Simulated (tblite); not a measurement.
## Run report: C₃H₉FNSi₂, frequency calculation

The run: frequency calculation of C₃H₉FNSi₂, multiplicity 2. Method and program: GFN2-xTB harmonic vibrations, gas phase (tblite 0.8.0).

It belongs to a series of runs on one base structure; here: H removed from Si.

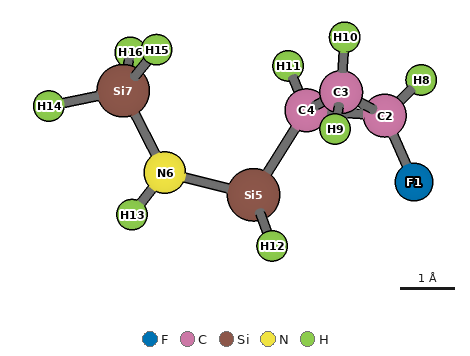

The structure (ball-and-stick view, seen at a tilt; atoms are numbered from 1 in the order of the input).

## The input
```
{"job": {"kind": "ir", "xc": "GFN2-xTB", "basis": "xTB"}, "charge": 0, "multiplicity": 2}
F     -2.634107    -1.441008    -1.051067
C     -2.250919    -0.870954     0.134709
C     -1.827849     0.555388     0.109212
C     -0.809095    -0.544424     0.313608
Si     0.381150    -0.943381    -1.092406
N      1.873125    -0.115869    -0.758066
Si     2.399783     0.766145     0.638141
H     -2.860212    -1.268559     0.937615
H     -1.844625     1.057120    -0.846332
H     -2.103522     1.185668     0.941842
H     -0.427425    -0.659635     1.320515
H     -0.108008    -0.473649    -2.392061
H      2.573396    -0.251309    -1.468028
H      3.699424     1.331496     0.280913
H      1.416306     1.811818     0.927858
H      2.514981    -0.129904     1.794587
```

The first line tells a small driver script what to run in tblite; the rest is the geometry in Å.

Hardware: 1 CPU thread, shared host.

Launch command:
```bash
OMP_NUM_THREADS=1 python <driver script> task.json out
```

## The program's output
```
mode    cm-1     km/mol
  1      24.1      1.37
  2      48.4      0.10
  3      73.5      2.04
  4      84.8      2.26
  5     128.5      3.81
  6     226.0      5.97
  7     262.9      7.05
  8     318.8     58.00
  9     401.7      8.53
 10     473.9      4.09
 11     539.2     58.72
 12     570.3     58.40
 13     578.6     53.26
 14     606.6     10.54
 15     675.7     32.90
 16     732.3    167.04
 17     766.4    207.19
 18     799.8    224.52
 19     821.0    375.08
 20     823.2     66.90
 21     861.3      2.94
 22     972.6     59.67
 23     982.1    206.60
 24    1012.5     26.26
 25    1023.5     37.72
 26    1060.1      2.24
 27    1071.2     15.21
 28    1127.7     26.14
 29    1195.4    210.24
 30    1202.3      2.15
 31    1271.2      5.00
 32    1368.7     62.99
 33    1453.7     21.63
 34    2206.1    284.29
 35    2215.5    389.64
 36    2241.1    244.12
 37    2264.8    308.82
 38    3033.7     31.28
 39    3042.9     33.49
 40    3079.2     20.85
 41    3100.4     22.08
 42    3487.0      0.41
```

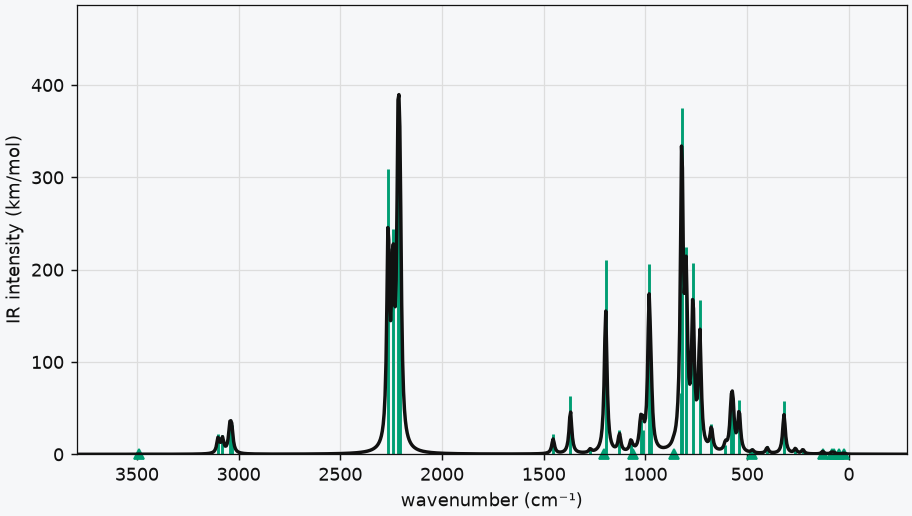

Harmonic infrared spectrum, unscaled: sticks (degenerate modes added up, dark ones marked on the axis) with a Lorentzian envelope of 16 cm⁻¹ full width, scaled to the tallest stick. 42 modes from 24 to 3487 cm⁻¹, none imaginary. The strongest line is at 2216 cm⁻¹ (390 km/mol).

## Summary

```json
{"quantity": "outcome", "value": "converged"}
{"quantity": "total energy", "value": "−600.9218 eV"}
{"quantity": "zero-point energy", "value": "68.9460 kcal/mol"}
{"quantity": "wall time", "value": "0.6 s"}
{"quantity": "peak memory", "value": "0.18 GiB"}
```
